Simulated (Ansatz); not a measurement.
CH7InO4 (SMILES C[OH+][In-]([OH])([OH])[OH])

Input

```
crystal:
  periodic: [false, false, false]
  atoms:
    - {symbol: C, position_ang: [1.761233, -0.520692, 0.915009]}
    - {symbol: O, position_ang: [0.715923, 0.443369, 0.820223]}
    - {symbol: In, position_ang: [-0.956043, 0.361585, -0.759369]}
    - {symbol: O, position_ang: [-0.389687, -1.266294, -1.755144]}
    - {symbol: O, position_ang: [-1.086064, 2.114243, -1.670143]}
    - {symbol: O, position_ang: [-1.909681, 0.106054, 1.000313]}
    - {symbol: H, position_ang: [2.451019, -0.327140, 0.096098]}
    - {symbol: H, position_ang: [1.376853, -1.538408, 0.818774]}
    - {symbol: H, position_ang: [2.288121, -0.406459, 1.864332]}
    - {symbol: H, position_ang: [0.044232, 0.302699, 1.512095]}
    - {symbol: H, position_ang: [-0.778692, -2.062504, -1.386265]}
    - {symbol: H, position_ang: [-0.861607, 2.046734, -2.601208]}
    - {symbol: H, position_ang: [-2.635207, 0.712214, 1.160085]}
basis:
  gaussian: {orbitals: def2-TZVPP}
hamiltonian: {xc: pbe0, dispersion: d4}
output: {orbitals: {seedname: orbitals}}
```

Launched as:

```sh
ansatz run in.yaml --threads 4 --pin off --events-out ev --progress --plain --max-ram 11315MiB
```

Geometry: PBE0-D4/def2-TZVP; core potentials replace the inner electrons of In.

These are results of Ansatz, RKS PBE0-D4/def2-TZVPP, not measurements.

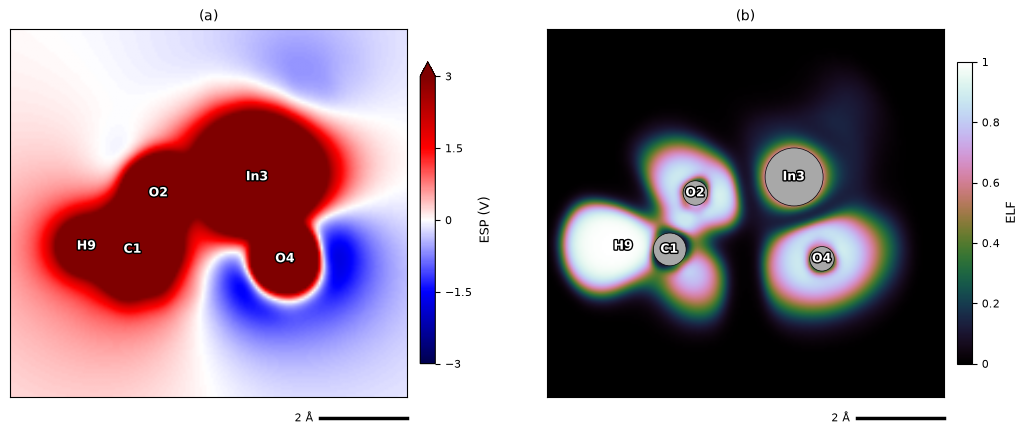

Figure 1. (a) electrostatic potential; (b) electron localisation function on the plane of atoms C1, O2 and In3. Grey discs cover the atomic cores in the ELF map.

Describe what can be read from this map.

Answer. The section cuts through C, O, In and H sites. C–O (1.43 Å): the ELF peaks at about 0.90 between the atoms: a polar covalent bond. In–O (1.99 Å): the ELF peaks at about 0.85 in the valence shell of O, 0.6 Å from its nucleus, and drops to about 0.15 between the two atoms. C–H (1.09 Å): the ELF climbs to about 1 towards the hydrogen, as it does in any bond to H: a covalent bond by its length. The ELF also peaks beside O4 and O2, away from the bonds: lone-pair regions. Outside the dense part of the molecule the potential is most negative (−1.7 V) near O4.

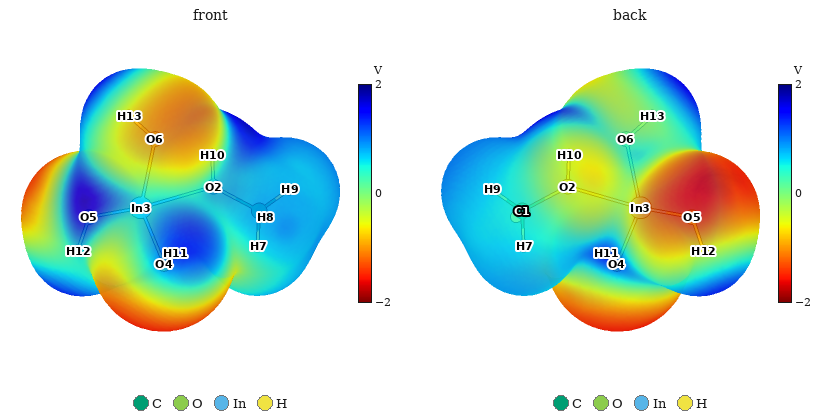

Figure 2. The molecular electrostatic potential painted on the density surface at 0.001 e/bohr³, seen from the front and from behind; the colour scale runs from red (negative) to blue (positive).

Which sites attract a positive test charge, and which a negative one?

Answer. A positive charge is drawn to the negative regions and a negative charge to the positive ones. The most negative region (about −1.6 V) lies over O5, the most positive (about +1.6 V) over In3 and H10. O5 is the likeliest acceptor of a hydrogen bond.

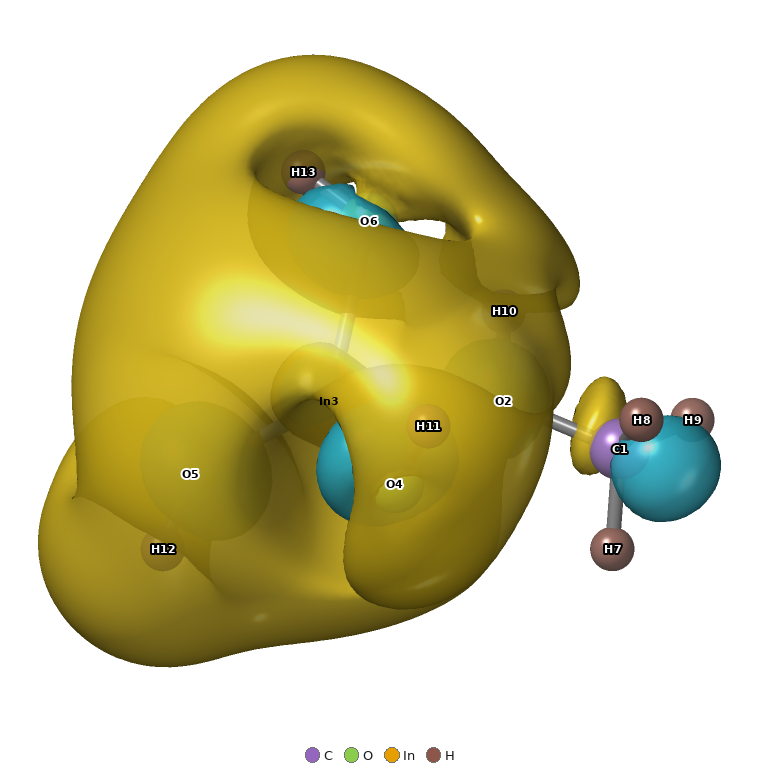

Figure 3. One frontier orbital at ±0.05 Å⁻³ᐟ² (yellow and cyan are the two phases), seen at a tilt.

Which orbital is it: HOMO or LUMO?

Answer. The LUMO, at −1.15 eV. Its weight (Hirshfeld) is mainly on In3 (about 45 %), O5 (about 10 %), O4 (about 10 %) and O6 (about 10 %).
